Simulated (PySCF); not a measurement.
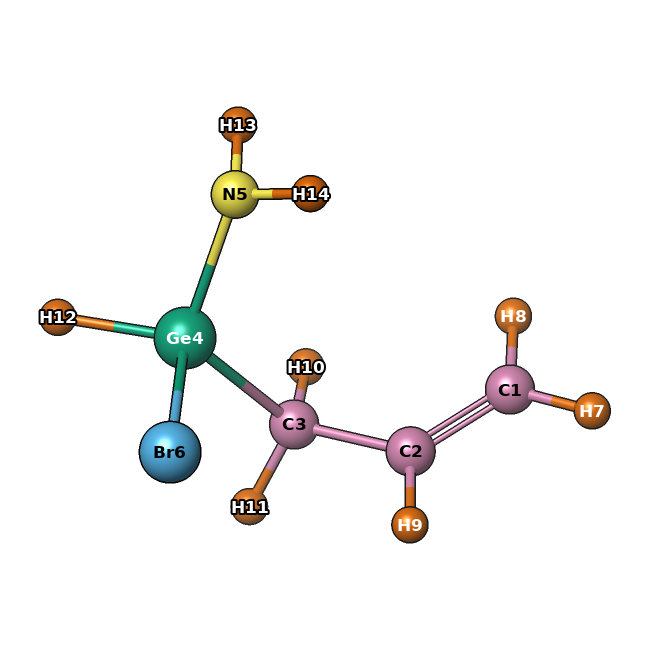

Computed geometry: GFN2-xTB optimisation. No frequency run is at hand to confirm it as a minimum. Electric field gradients from the ground-state density, B3LYP/pcJ-1 (pcSseg-1 on Br) (pcSseg-1 on Ge) (PySCF 2.14.0), non-relativistic apart from any core potentials.

Give the largest field-gradient component, the quadrupole coupling constant and the asymmetry for 73Ge at Ge4 (Q = −196 mb), 14N at N5 (Q = 20.44 mb), 79Br at Br6 (Q = 313 mb), 2H at H7 (Q = 2.86 mb), 2H at H8 (Q = 2.86 mb).

| atom | V_zz (a.u.) | e²qQ/h (MHz) | η |
| --- | --- | --- | --- |
| Ge4 | 1.589 | −73.2 | 0.35 |
| N5 | −0.985 | −4.73 | 0.13 |
| Br6 | 4.906 | 360.8 | 0.04 |
| H7 | 0.328 | 0.220 | 0.06 |
| H8 | 0.323 | 0.217 | 0.07 |

The geometry is semi-empirical. Around Br, Ge such bond lengths and angles can be off by a tenth of an ångström or more and by several degrees, and values that hang on the shape move with them.
